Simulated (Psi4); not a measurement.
**CCSD/def2-TZVPPD run of HBS (hydrogen boron sulfide)**

What is the vertical singlet–triplet gap of HBS (hydrogen boron sulfide) at CCSD/def2-TZVPPD? 

The calculation is run with Psi4 1.11.

## Step 1: Starting point

The species is HBS (3 atoms), meant as a singlet with charge 0. As SMILES, `B=S`. Geometry: relaxed at PBE0-D4/def2-TZVP.

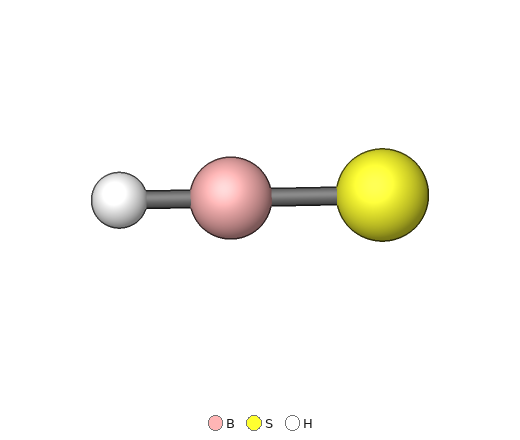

Viewed from a chosen angle; boron pink, sulfur yellow, hydrogen white.

## Step 2: A single-point energy at CCSD/def2-TZVPPD

bhs.json reads:

```json
{
 "schema_name": "qcschema_input",
 "schema_version": 1,
 "molecule": {
  "schema_name": "qcschema_molecule",
  "schema_version": 2,
  "symbols": ["B", "S", "H"],
  "geometry": [-0.07305681, -0.02751441, 0.2546406, 0.75432198, 0.27899917, -2.63293651, -0.68126517, -0.25148475, 2.37827702],
  "molecular_charge": 0,
  "molecular_multiplicity": 1,
  "fix_symmetry": "c1"
 },
 "driver": "energy",
 "model": {
  "method": "ccsd",
  "basis": "def2-TZVPPD"
 },
 "keywords": {
  "puream": true,
  "e_convergence": 1e-09,
  "d_convergence": 1e-08,
  "scf_type": "pk",
  "num_frozen_docc": 6
 }
}
```

Command:

```
psi4 --qcschema bhs.json -n 1 --memory 2200MB
```

stdout, shortened:

```text
[...]
  Running in c1 symmetry.
[...]
  Nuclear repulsion =   31.801084817391228
[...]
  Multiplicity = 1
[...]
  Nalpha       = 11
  Nbeta        = 11
[...]
    Number of basis functions: 105
[...]
   @RHF iter   1:  -422.80977053844504   -6.66008e-01   2.38588e-03 ADIIS/DIIS
[...]
   @RHF iter  10:  -422.83044700492746   -2.55795e-12   2.58556e-09 DIIS
[...]
    Orbital Energies [Eh]
    ---------------------
    Doubly Occupied:
       1A    -91.941627     2A     -8.949581     3A     -7.675552
       4A     -6.630641     5A     -6.629416     6A     -6.629416
       7A     -0.969058     8A     -0.659068     9A     -0.520505
      10A     -0.402779    11A     -0.402779
[...]
  @RHF Final Energy:  -422.83044700492746
   => Energetics <=
    Nuclear Repulsion Energy =             31.8010848173912279
    One-Electron Energy =                -646.4422165045982638
    Two-Electron Energy =                 191.8106846822795433
    Total Energy =                       -422.8304470049274641
[...]
 Multipole Moments:
 ------------------------------------------------------------------------------------
     Multipole            Electronic (a.u.)      Nuclear  (a.u.)        Total (a.u.)
 ------------------------------------------------------------------------------------
 L = 1.  Multiply by 2.5417464519 to convert [e a0] to [Debye]
 Dipole X            :          0.2819278           -1.0652455           -0.7833177
 Dipole Y            :          0.0285411           -0.1098396           -0.0812985
 Dipole Z            :         -0.0000000            0.0000000           -0.0000000
 Magnitude           :                                                    0.7875253
[...]
      * MP2 total energy                      = -423.093724154962672
[...]
      * CCSD total energy                     = -423.114563312080406
[...]
```

The result, in JSON:

```text
{
 "driver": "energy",
 "model": {
  "method": "ccsd",
  "basis": "def2-TZVPPD"
 },
 "success": true,
 "return_result": -423.1145633120804,
 "properties": {
  "calcinfo_nbasis": 105,
  "calcinfo_nmo": 105,
  "calcinfo_nalpha": 11,
  "calcinfo_nbeta": 11,
  "calcinfo_natom": 3,
  "nuclear_repulsion_energy": 31.801084817391228,
  "return_energy": -423.1145633120804,
  "scf_one_electron_energy": -646.4422165045983,
  "scf_two_electron_energy": 191.81068468227954,
  "scf_dipole_moment": [-0.7833177469763228, -0.08129854535155964, -3.1953216269675314e-12],
  "scf_total_energy": -422.83044700492746,
  "scf_iterations": 10,
  "mp2_same_spin_correlation_energy": -0.06046859652463865,
  "mp2_opposite_spin_correlation_energy": -0.20280855351198568,
  "mp2_singles_energy": -2.8396087790116384e-25,
  "mp2_doubles_energy": -0.26327715003662433,
  "mp2_correlation_energy": -0.26327715003662433,
  "mp2_total_energy": -423.0937241549627,
  "ccsd_same_spin_correlation_energy": -0.05558581508105709,
  "ccsd_opposite_spin_correlation_energy": -0.22853049207331988,
  "ccsd_singles_energy": 0.0,
  "ccsd_doubles_energy": -0.28411630715437697,
  "ccsd_correlation_energy": -0.28411630715437725,
  "ccsd_total_energy": -423.1145633120804,
  "ccsd_iterations": 15
 }
}
```

It took 78 s on 1 thread of Intel Xeon at 2.50GHz (Skylake/Cascade Lake), shared host; peak memory 1.4 GiB.

## Step 3: The triplet

job.in reads:

```
memory 2.2 GB

molecule m {
  0 3
  B     -0.038660    -0.014560     0.134750
  S      0.399170     0.147640    -1.393290
  H     -0.360510    -0.133080     1.258530
  symmetry c1
}

set {
  basis           def2-TZVPPD
  reference       uhf
  puream          true
  e_convergence   1e-09
  d_convergence   1e-08
  scf_type        pk
  num_frozen_docc 6
  maxiter         100
}

energy('ccsd')
```

Command:

```
psi4 -i job.in -o job.out -n 1
```

job.out, shortened:

```text
[...]
  Running in c1 symmetry.
[...]
  Nuclear repulsion =   31.801084826958359
[...]
  Multiplicity = 3
[...]
  Nalpha       = 12
  Nbeta        = 10
[...]
    Number of basis functions: 105
[...]
   @UHF iter   1:  -422.64687560554660   -5.03113e-01   2.05148e-03 ADIIS/DIIS
[...]
   @UHF iter  16:  -422.67446563587208   -7.73070e-12   5.98582e-09 DIIS
[...]
   @S^2 Observed:                2.027846185E+00
[...]
    Orbital Energies [Eh]
    ---------------------
    Alpha Occupied:
       1A    -91.994837     2A     -9.003127     3A     -7.631287
       4A     -6.697392     5A     -6.681817     6A     -6.680091
       7A     -1.050579     8A     -0.660935     9A     -0.546491
      10A     -0.510957    11A     -0.489823    12A     -0.231807
    Alpha Virtual:
      13A      0.040416    14A      0.054454    15A      0.063556
      16A      0.069558    17A      0.071079    18A      0.109390
      19A      0.168552    20A      0.170076    21A      0.188477
      22A      0.196467    23A      0.199631    24A      0.217618
      25A      0.230751    26A      0.258096    27A      0.269380
[...]
  @UHF Final Energy:  -422.67446563587208
   => Energetics <=
    Nuclear Repulsion Energy =             31.8010848269583590
    One-Electron Energy =                -645.6838435790479025
    Two-Electron Energy =                 191.2082931162174475
    Total Energy =                       -422.6744656358721386
  UHF NO Occupations:
  HONO-2 :   10  A 1.9935056
  HONO-1 :   11  A 1.0000000
[...]
 Multipole Moments:
 ------------------------------------------------------------------------------------
     Multipole            Electronic (a.u.)      Nuclear  (a.u.)        Total (a.u.)
 ------------------------------------------------------------------------------------
 L = 1.  Multiply by 2.5417464519 to convert [e a0] to [Debye]
 Dipole X            :          1.0683317           -1.0652455            0.0030862
 Dipole Y            :          0.1106830           -0.1098397            0.0008432
 Dipole Z            :          0.0000874            0.0000000            0.0000874
 Magnitude           :                                                    0.0032005
[...]
      * MP2 total energy                      = -422.895053514243386
[...]
      * CCSD total energy                     = -422.928793534109616
[...]
```

It took 3.2 min on 1 thread of Intel Xeon at 2.50GHz (Skylake/Cascade Lake), shared host; peak memory 1.4 GiB.

## Step 4: Outcome

Level: CCSD/def2-TZVPPD, 6 core orbitals frozen.

```
                                                           quantity          value
                                              singlet: total energy  -423.11456 Eh
                       singlet: HOMO energy (Hartree–Fock orbitals)      -10.96 eV
                       singlet: LUMO energy (Hartree–Fock orbitals)        1.11 eV
                     singlet: HOMO–LUMO gap (Hartree–Fock orbitals)       12.07 eV
               singlet: correlation energy (6 core orbitals frozen)     -284.1 mEh
                                             singlet: T1 diagnostic          0.019
                                              triplet: total energy  -422.92879 Eh
triplet: HOMO energy (Hartree–Fock orbitals) (highest over α and β)       -6.31 eV
 triplet: LUMO energy (Hartree–Fock orbitals) (lowest over α and β)       -1.61 eV
               triplet: correlation energy (6 core orbitals frozen)     -254.3 mEh
                         triplet: ⟨S²⟩ of the reference determinant          2.028
                                             triplet: T1 diagnostic          0.023
                   vertical energy of the triplet above the singlet       5.055 eV
```

In words: At this shape the triplet lies 5.06 eV (488 kJ/mol) above the singlet.
